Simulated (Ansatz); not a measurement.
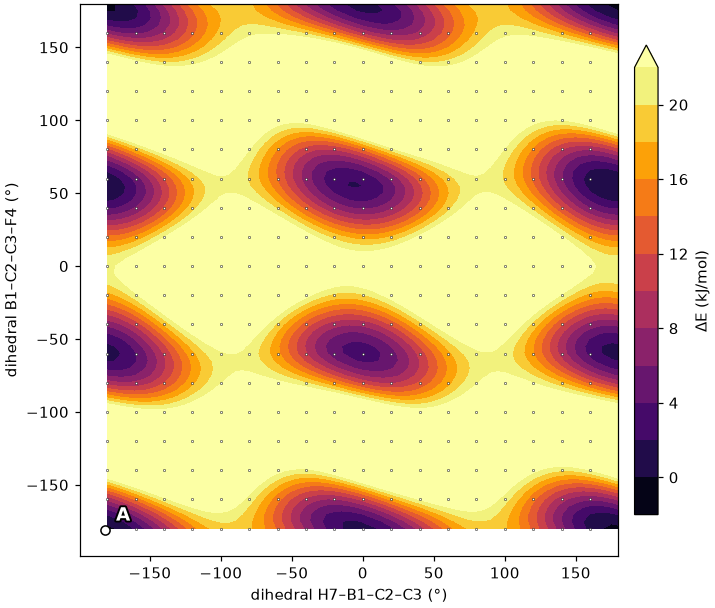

C2H4BCl2F, SMILES BCC(F)(Cl)Cl. The first coordinate is: dihedral H7–B1–C2–C3; the second: dihedral B1–C2–C3–F4. Nothing is relaxed (all other coordinates rigid). The grid has 18 × 18 points. Points are written as (first, second). All energies are given in kJ/mol relative to the relaxed molecule at the same level. The calculation used Ansatz 0.2.0, RKS PBE-D4/def2-SVP.

In the figure: filled contours, dots at the grid points, one colour for all values above the top of the scale, the well A. Between grid points the surface is interpolated.

**Where is the minimum, and how stiff is the well along each coordinate? Take the well at A.**

The interpolated minimum is at dihedral H7–B1–C2–C3 ≈ −181°, dihedral B1–C2–C3–F4 ≈ −181°. The curvatures there are about 0.38 eV/rad² and 1.4 eV/rad², with a cross term of about 0.34 eV/rad². Round the minimum the valley is somewhat tilted: raising dihedral H7–B1–C2–C3 shifts the best value of dihedral B1–C2–C3–F4 downwards (coupling k₁₂/√(k₁₁k₂₂) about 0.5). (1 eV is 96.5 kJ/mol.)
